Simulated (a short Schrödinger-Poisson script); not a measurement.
System: symmetric double-gate stack, HfO2 on p-type Si(110), at 77 K.

| layer | material | thickness (nm) | Na (cm⁻³) |
|---|---|---|---|
| 1 | HfO2 | 6.7 | - |
| 2 | Si | 2 | 3e17 |
| 3 | HfO2 | 6.7 | - |

The device is made up for the run: typed textbook-type constants, with dimensions and the other settings drawn at random. HfO2: permittivity 22, conduction-band edge (eV) 1.55, gap (eV) 5.7, electron mass (mₑ) 0.2. Si: permittivity 11.7, conduction-band edge (eV) 0, gap (eV) 1.124, Nv at 300 K (cm⁻³) 3.1e19.

Channel valleys (confinement mass, in-plane density-of-states mass, number): Δ4 0.315, 0.324, 4; Δ2 0.19, 0.417, 2. At the gates, both at one voltage, the conduction-band edge of layer 1 lies 1.77 eV − eVg above the Fermi level of the channel. Gaps are held at their typed values at every temperature. Mesh 0.03 nm at interfaces.

Solved with a short Schrödinger-Poisson script written for these runs: 1D Poisson equation in equilibrium, electrons quantum, Hartree (BenDaniel-Duke, 12 states a valley, the channel's in-plane mass for all, wave functions ending at the dielectric), parabolic valleys, classical holes, full ionisation, no traps, pinning or gate leakage.

Only gate voltages with over 1e8 electrons/cm² are shown.

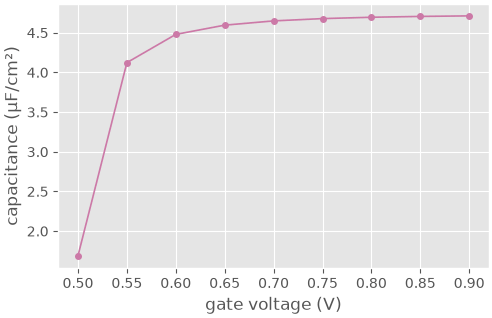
Quasi-static capacitance against gate voltage

| Vg (V) | electrons (cm⁻²) | C (μF/cm²) | Δ4 E0 (meV) | Δ4 E1 (meV) | Δ2 E0 (meV) | Δ2 E1 (meV) |
|---|---|---|---|---|---|---|
| 0.5 | 1.02e11 | 1.69 | 23.5 | 917.7 | 219.8 | - |
| 0.6 | 2.49e12 | 4.48 | 0.0 | 891.9 | 196.3 | - |
| 0.7 | 5.35e12 | 4.65 | -8.2 | 880.9 | 188.1 | - |
| 0.8 | 8.27e12 | 4.70 | -14.6 | 871.7 | 181.7 | - |
| 0.9 | 1.12e13 | 4.71 | -20.4 | 863.0 | 175.9 | - |

Subbands count from the Fermi level; a dash marks a level above the dielectric's band edge. The capacitance is that of both gates.
